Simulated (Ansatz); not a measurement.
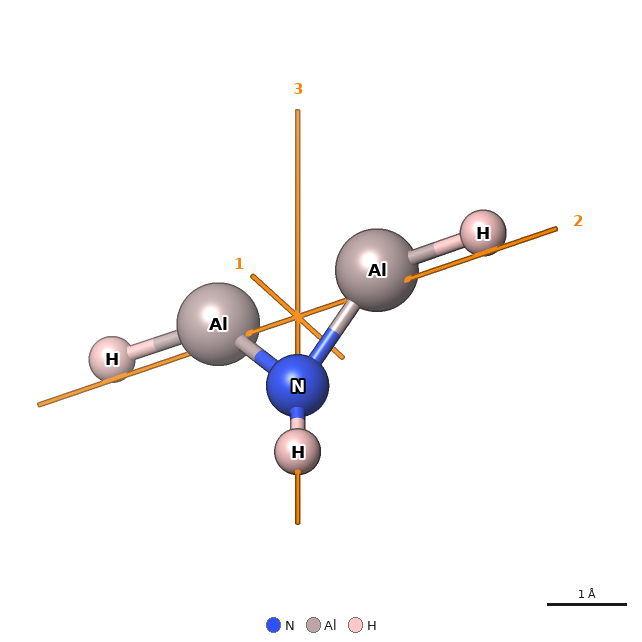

The three principal axes of inertia are drawn and numbered. Distant atoms are faded towards the background colour. Computed geometry: PBE0-D4/def2-TZVP optimisation. No frequency run is at hand to confirm it as a minimum. Masses are those of the most abundant isotopes; constants are for the rigid equilibrium geometry.

Which line is the a axis (least moment of inertia), which b and which c?

Answer. a is line 2, b is line 3, c is line 1; the moments are 25.0, 91.4, 116 u Å².

What kind of rotor is it, and what are its rotational constants in MHz?

Answer. An asymmetric top (C2v): A = 20194, B = 5527, C = 4339 MHz. Ray's parameter κ is −0.85, close to the prolate limit.
